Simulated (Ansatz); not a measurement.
# C3H10Si (trimethylsilane) at CAM-B3LYP/cc-pVDZ

What is the electronic atomisation energy of C3H10Si (trimethylsilane) at CAM-B3LYP/cc-pVDZ? 

The calculation is run with Ansatz 0.2.0.

46 further runs of the same task are left out: 1 that didn't finish, 45 set aside as unsound or not needed.

## (1) The molecule

C3H10Si: 14 atoms, total charge 0, spin state singlet. As SMILES, `C[SiH](C)C`. The shape is that of a PBE0-D4/def2-TZVP optimisation.

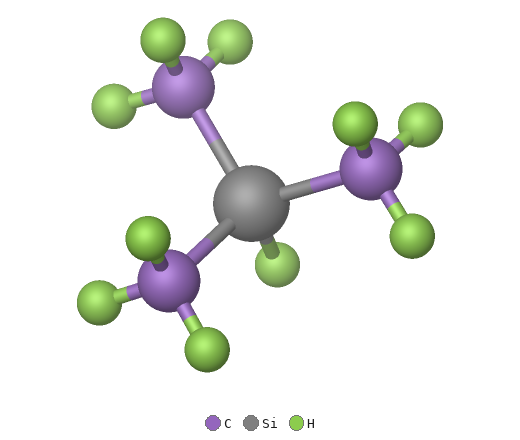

Viewed from a chosen angle; carbon purple, silicon grey, hydrogen green.

## (2) A single-point energy at CAM-B3LYP/cc-pVDZ

in.yaml

```yaml
crystal:
  periodic: [false, false, false]
  atoms:
    - {symbol: C, position_ang: [-0.956800, 1.082600, -1.038400]}
    - {symbol: Si, position_ang: [-0.338800, -0.014600, 0.348900]}
    - {symbol: C, position_ang: [1.239400, 0.684100, 1.077800]}
    - {symbol: C, position_ang: [-0.051300, -1.756700, -0.277600]}
    - {symbol: H, position_ang: [-1.888100, 0.697200, -1.460900]}
    - {symbol: H, position_ang: [-1.145900, 2.098700, -0.683100]}
    - {symbol: H, position_ang: [-0.221600, 1.141300, -1.845900]}
    - {symbol: H, position_ang: [-1.379500, -0.059300, 1.420400]}
    - {symbol: H, position_ang: [2.029000, 0.733500, 0.322800]}
    - {symbol: H, position_ang: [1.601800, 0.063500, 1.901200]}
    - {symbol: H, position_ang: [1.081800, 1.694100, 1.464300]}
    - {symbol: H, position_ang: [-0.968800, -2.184000, -0.689800]}
    - {symbol: H, position_ang: [0.706900, -1.767300, -1.065700]}
    - {symbol: H, position_ang: [0.291900, -2.413100, 0.526000]}
basis:
  gaussian:
    orbitals: cc-pVDZ
accuracy: high
hamiltonian:
  xc: {name: CAM-B3LYP}
output: {orbitals: {seedname: orbitals}}
```

Launch:

```
$ ansatz run in.yaml --threads 1 --pin off --max-ram 3480MiB --events-out events.jsonl --progress --plain --runs-dir runs
```

The log of the run:

```text
Warning: RAYON_NUM_THREADS=1 ignored (pool sized by the plan → 1); use --threads N
Functional definition: CAM-B3LYP
  name "CAM-B3LYP"
  parameter alpha = 0.19
  parameter beta = 0.46
  parameter omega = 0.33/bohr
  parameter ac = 0.81
  exchange = (1 - alpha - beta)*b88_x + beta*b88_x_sr(omega) + alpha*exact_x + beta*exact_x_lr(omega)
  correlation = (1 - ac)*vwn5_c + ac*lyp_c
2718 factors; integrals over basis functions are off by at most 4.0e-9 eV
552 factors; integrals over basis functions are off by at most 2.3e-9 eV
mean field evaluation 1: about -11142.8314 eV, gradient 5.7e1 eV
mean field evaluation 2: about -11144.6808 eV, gradient 4.8e1 eV
mean field evaluation 4: about -11150.3198 eV, gradient 5.7e-1 eV
mean field evaluation 8: about -11150.4966 eV, gradient 3.2e-2 eV
mean field evaluation 16: about -11150.4966 eV, gradient 4.3e-6 eV
mean field -11150.49663472 eV, -409.7731932478 hartree, gradient 5.1e-8 eV, S^2 0.000000; 0 other end points of the search recorded, 0 dependent functions left out
reference -11150.49665819 eV, -409.7731941104 hartree; 21, 21 occupied and 89, 89 virtual orbitals, 2718 factors
Total energy: -11150.49665819 eV, -409.7731941104 hartree
```

Run time: 14 s. Hardware: 1 thread of Arm Neoverse V1, shared host; peak memory 0.51 GiB.

## (3) The C atom at the same level

molecule.yaml

```yaml
crystal:
  periodic: [false, false, false]
  atoms:
    - symbol: C
      position_ang: [0.000000, 0.000000, 0.000000]
basis:
  gaussian: {orbitals: cc-pVDZ}
magnetization: {spin_polarized: true, initial_magnetization: 2}
hamiltonian: {xc: {name: CAM-B3LYP}}
accuracy: high
```

Run the same way, it converges to -37.82936 Eh (log not shown).

## (4) The H atom, same level

molecule.yaml

```yaml
crystal:
  periodic: [false, false, false]
  atoms:
    - symbol: H
      position_ang: [0.000000, 0.000000, 0.000000]
basis:
  gaussian:
    orbitals: cc-pVDZ
magnetization:
  spin_polarized: true
  initial_magnetization: 1
accuracy: high
hamiltonian:
  xc: {name: CAM-B3LYP}
```

Run the same way, it converges to -0.49789 Eh (log not shown).

## (5) The Si atom

run.yaml

```yaml
basis:
  gaussian: {orbitals: cc-pVDZ}
crystal:
  periodic: [false, false, false]
  atoms:
    - {symbol: Si, position_ang: [0.000000, 0.000000, 0.000000]}
magnetization: {spin_polarized: true, initial_magnetization: 2}
hamiltonian: {xc: {name: CAM-B3LYP}}
accuracy: high
```

Launch:

```
$ ansatz run run.yaml --threads 1 --pin off --max-ram 3480MiB --events-out events.jsonl --progress --plain --runs-dir runs
```

The log of the run, cut to the lines that bear on the results:

```text
Warning: RAYON_NUM_THREADS=1 ignored (pool sized by the plan → 1); use --threads N
[... 8 set-up lines as earlier in the session ...]
144 factors; integrals over basis functions are off by at most 3.2e-9 eV
76 factors; integrals over basis functions are off by at most 5.6e-10 eV
mean field evaluation 1: about -7874.1972 eV, gradient 2.0e0 eV
mean field evaluation 2: about -7874.2444 eV, gradient 5.0e-1 eV
mean field evaluation 4: about -7874.2490 eV, gradient 8.6e-2 eV
mean field evaluation 8: about -7874.2491 eV, gradient 2.9e-4 eV
mean field evaluation 16: about -7874.2491 eV, gradient 4.5e-9 eV
mean field -7874.24906536 eV, -289.3733157944 hartree, gradient 4.5e-9 eV, S^2 2.003539; 0 other end points of the search recorded, 0 dependent functions left out
reference -7874.24907566 eV, -289.3733161727 hartree; 8, 6 occupied and 10, 12 virtual orbitals, 144 factors
Total energy: -7874.24907566 eV, -289.3733161727 hartree
```

Wall time 0.7 s (1 thread of Arm Neoverse V1, shared host).

## (6) What came out

Level: CAM-B3LYP/cc-pVDZ.

```
                     quantity          value
       molecule: total energy  -409.77319 Eh
        molecule: HOMO energy       -9.81 eV
        molecule: LUMO energy        2.63 eV
      molecule: HOMO–LUMO gap       12.44 eV
         C atom: total energy   -37.82936 Eh
                 C atom: ⟨S²⟩          2.002
         H atom: total energy    -0.49789 Eh
                 H atom: ⟨S²⟩          0.750
        Si atom: total energy  -289.37332 Eh
                Si atom: ⟨S²⟩          2.004
electronic atomisation energy      52.595 eV
```

What this shows: Taking the molecule apart into free atoms costs 52.60 eV (5075 kJ/mol), before zero-point energy and without spin-orbit coupling.
